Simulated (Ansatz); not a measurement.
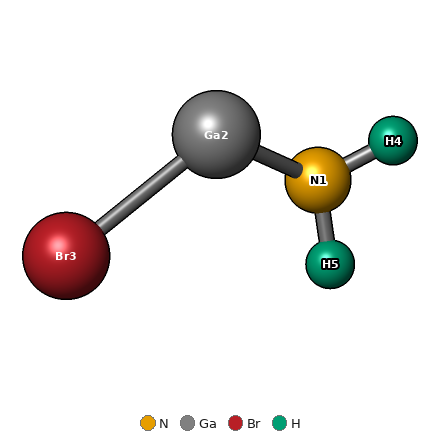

The system is BrGaH2N, SMILES [NH2][Ga][Br], spin multiplicity 2; the picture shows the reference structure. The first coordinate is: umbrella angle at N1 (between each of its bonds and their common axis; 90 is planar); the second: change of the bonds N1–Ga2, N1–H4, N1–H5, all alike. Nothing is relaxed (all other coordinates rigid). Grid: 9 × 9 points. Points are written as (first, second). All energies are given in eV relative to the relaxed molecule at the same level. All numbers below come from UKS PBE-D4/def2-TZVP (Ansatz 0.2.0).

Its coordinates:

```yaml
atoms:
  - { symbol: N, position_ang: [-0.6943, 0.4604, -0.2604] }
  - { symbol: Ga, position_ang: [0.8379, 0.2391, 0.7913] }
  - { symbol: Br, position_ang: [1.5570, -1.9827, 1.0613] }
  - { symbol: H, position_ang: [-0.8814, 1.4065, -0.5935] }
  - { symbol: H, position_ang: [-0.7692, -0.1970, -1.0401] }
```

Range: umbrella angle at N1 (between each of its bonds and their common axis; 90 is planar) from 62.8 to 117.2°; change of the bonds N1–Ga2, N1–H4, N1–H5, all alike from −0.144 to 0.222 Å.

What landscape does the calculation give?

Answer. The lowest grid point is at (103.6°, −0.007 Å), 0.0025 eV from the relaxed molecule at the same level. The highest grid point, (90.0°, 0.222 Å), lies 1.90 eV above the lowest.

| second ↓, first → | 62.8 | 69.6 | 76.4 | 83.2 | 90.0 | 96.8 | 103.6 | 110.4 | 117.2 |
| --- | --- | --- | --- | --- | --- | --- | --- | --- | --- |
| 0.222 | 1.37 | 1.46 | 1.64 | 1.83 | 1.90 | 1.78 | 1.59 | 1.42 | 1.34 |
| 0.176 | 0.94 | 1.00 | 1.15 | 1.30 | 1.35 | 1.26 | 1.10 | 0.97 | 0.92 |
| 0.130 | 0.58 | 0.60 | 0.71 | 0.82 | 0.86 | 0.79 | 0.67 | 0.57 | 0.56 |
| 0.085 | 0.32 | 0.29 | 0.35 | 0.43 | 0.46 | 0.41 | 0.32 | 0.26 | 0.29 |
| 0.039 | 0.17 | 0.09 | 0.11 | 0.15 | 0.17 | 0.13 | 0.08 | 0.06 | 0.15 |
| −0.007 | 0.19 | 0.06 | 0.03 | 0.04 | 0.04 | 0.02 | 0.00 | 0.03 | 0.17 |
| −0.052 | 0.43 | 0.24 | 0.16 | 0.15 | 0.14 | 0.13 | 0.14 | 0.21 | 0.41 |
| −0.098 | 0.96 | 0.71 | 0.59 | 0.54 | 0.53 | 0.53 | 0.57 | 0.69 | 0.95 |
| −0.144 | 1.89 | 1.58 | 1.41 | 1.33 | 1.31 | 1.32 | 1.39 | 1.56 | 1.87 |

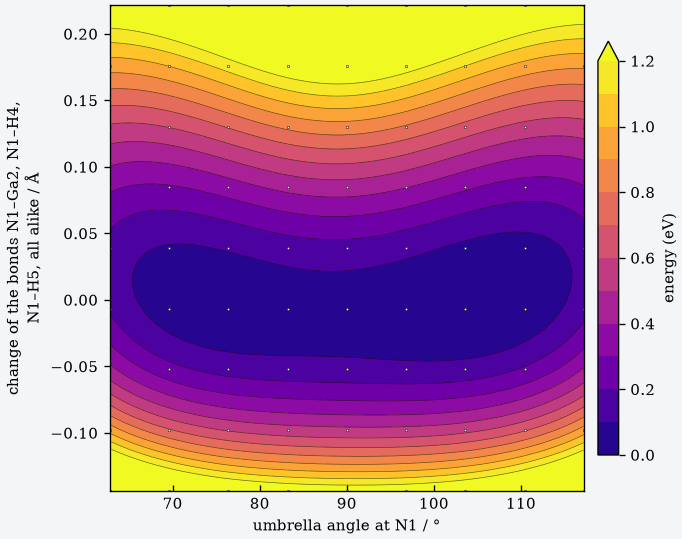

Drawn: filled contours, dots at the grid points, one colour for all values above the top of the scale. Between grid points the surface is interpolated.

Time for the 81 points that were run: 11 min on 1 thread of Arm Neoverse V2, on a shared host.
